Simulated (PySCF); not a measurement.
SMILES N([CH2])(C)C, doublet at its PBE0/def2-SVP optimised geometry (Å):

```
12

C      0.6815     0.9526     0.0000
N      0.0637    -0.0886    -0.6622
C      0.7178    -1.3690    -0.6603
C     -1.3736    -0.1281    -0.6604
H      0.1581     1.9114     0.0000
H      1.7739     0.9526     0.0000
H      0.6021    -1.9114     0.3016
H      1.7943    -1.2387    -0.8456
H      0.3088    -2.0051    -1.4609
H     -1.7751     0.8792    -0.8458
H     -1.7358    -0.7918    -1.4611
H     -1.7943    -0.4896     0.3014
```

Method: unrestricted PBE0/def2-TZVP run with PySCF. Cells within 0.4 Å of a nucleus heavier than hydrogen are left out (blank, or x).

Map of the deformation density (molecule minus spherical neutral atoms) (e/bohr³) on the plane z = 0.0 Å:

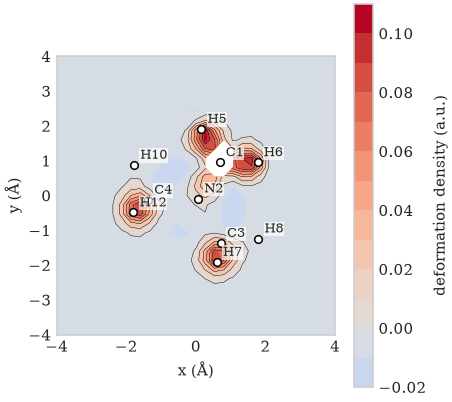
*Deformation density (molecule minus spherical neutral atoms) (e/bohr³) on the plane z = 0.0 Å.*
